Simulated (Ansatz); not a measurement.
This input was run:

```
crystal:
  lattice:
    - [0.0, 0.0, 5.436202]
    - [5.917351, 0.0, 0.0]
    - [2.958676, 5.730733, -2.718101]
  atoms:
    - { symbol: Cu, position: [0.409, 0.926, 0.818] }
    - { symbol: Cu, position: [0.591, 0.074, 0.182] }
    - { symbol: Cu, position: [0.091, 0.744, 0.182] }
    - { symbol: Cu, position: [0.909, 0.256, 0.818] }
    - { symbol: Cu, position: [0.514, 0.736, 0.528] }
    - { symbol: Cu, position: [0.986, 0.264, 0.472] }
    - { symbol: Cu, position: [0.486, 0.264, 0.472] }
    - { symbol: Cu, position: [0.014, 0.736, 0.528] }
    - { symbol: Cu, position: [0.25, 0.5, 0.0] }
    - { symbol: Cu, position: [0.75, 0.5, 0.0] }
    - { symbol: Zr, position: [0.118, 0.12, 0.236] }
    - { symbol: Zr, position: [0.882, 0.88, 0.764] }
    - { symbol: Zr, position: [0.382, 0.356, 0.764] }
    - { symbol: Zr, position: [0.618, 0.644, 0.236] }
  symmetry: { tolerance: 0.0003 }
kpoints:
  mp_grid: { grid: [6, 6, 6], shift: [0, 0, 0] }
  band_path:
    path:
      - [0.0, 0.0, 0.0]
      - [0.0, 0.0, 0.5]
      - [0.0, 0.36672634, 0.68336317]
      - [0.0, 0.63327366, 0.31663683]
      - [0.0, 0.0, 0.0]
      - [0.61248143, 0.0, -0.30624072]
      - [0.38751857, 0.0, 0.30624072]
      - [0.0, 0.0, 0.5]
      - [0.0, 0.0, 0.0]
      - [0.5, 0.5, 0.0]
      - [0.5, 0.5, 0.25]
    npoints: 6
magnetization:
  spin_polarized: false
scf:
  occupations: { method: fermi_dirac }
  lower_state_search: "off"
  max_iter: 200
hamiltonian:
  pseudopotentials: { kind: paw }
  xc: r2scan
basis:
  ecutwfc: 500
  fft_grid_basis: typed
output:
  forces: true
  stress: true
  eigenvalues: true
  bader: true
  populations: true
  elf: true
  write_potential: true
  volumetric_format: npy
  dos:
    e_range: [-12, 8]
    de: 0.05
    projected: { site_lists: { Cu: [Cu], Zr: [Zr] } }
checkpoint:
  read: saved_state
```

What Bader charges does it give?

The Bader charges are Zr +1.40 e and Cu from −0.68 to −0.46 e. Electrons move from Zr to Cu, 5.6 e a cell. The charges of the Cu atoms differ by up to 0.21 e, so they sit on unlike sites. Cu has the largest basins, 13.5 Å³ on average, and Zr the smallest, 12.2 Å³.

The structure was built from a prototype or by substitution, so it need not be a known phase. The atoms aren't at rest in this cell (largest force 2.5 eV/Å), so the relaxed material can differ. The cell is at 32 GPa in this functional.

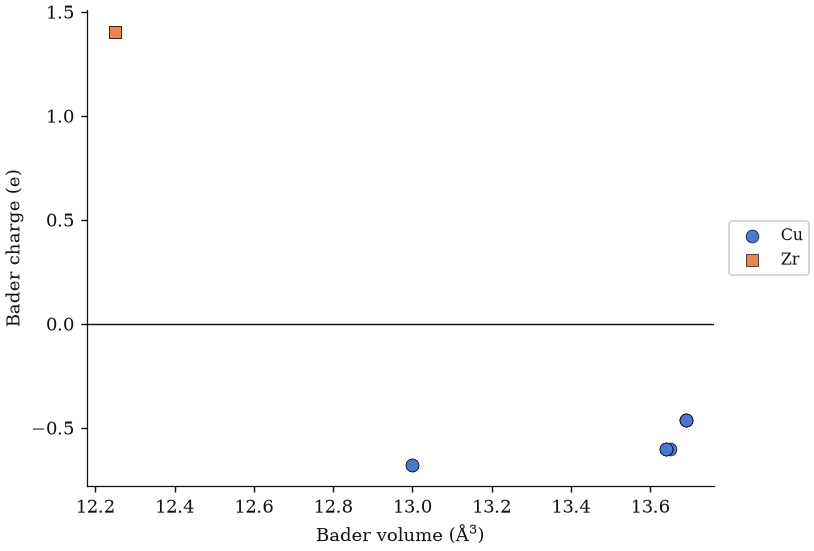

Bader charges of the atoms (positive: electrons lost), against the volumes of their basins.

Figure made from data computed with Ansatz.
